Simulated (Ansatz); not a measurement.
The structure below was relaxed with PBE/PAW in Ansatz (a program for electronic structure), no spin-orbit coupling, at pressure 3 GPa.

```
ZnCu2SnSe4
1.0
   -2.83646     2.83646     5.67014
    2.83646    -2.83646     5.67014
    2.83646     2.83646    -5.67014
Cu Zn Sn Se
2 1 1 4
Direct
  0.00000   0.00000   0.00000
  0.75000   0.25000   0.50000
  0.25000   0.75000   0.50000
  0.50000   0.50000   0.00000
  0.63921   0.62999   0.53033
  0.09966   0.10887   0.46967
  0.37001   0.90034   0.00922
  0.89113   0.36079   0.99078
```

Problem. Find the space group and the Wyckoff positions.

Solution. Space group I-4 (No. 82); a = 5.673 Å, b = 5.673 Å, c = 11.340 Å, α = 90.00°, β = 90.00°, γ = 90.00°

```tsv
atom	site	symmetry	x	y	z
Cu	2a	-4..	0.0000	0.0000	0.0000
Cu	2c	-4..	0.0000	0.5000	0.2500
Zn	2d	-4..	0.5000	0.0000	0.2500
Sn	2b	-4..	0.0000	0.0000	0.5000
Se	8g	1	0.2606	0.2698	0.3694
```

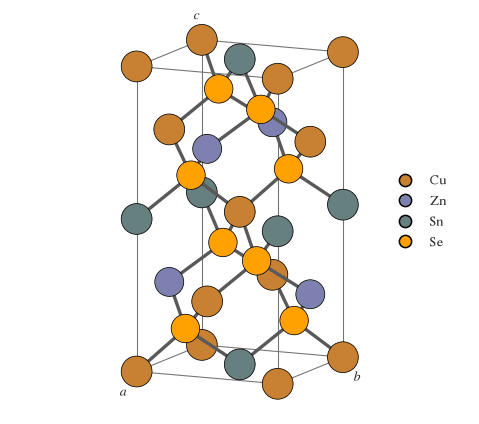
*The conventional cell*

Load acts through the strain it causes; cell and atoms are relaxed under it. No phonon test of stability was made. The final runs are not spin-polarised. The cell was made from ZnCu₂SnSe₄ (space group I-4, No. 82) by this change: pressure 3 GPa.
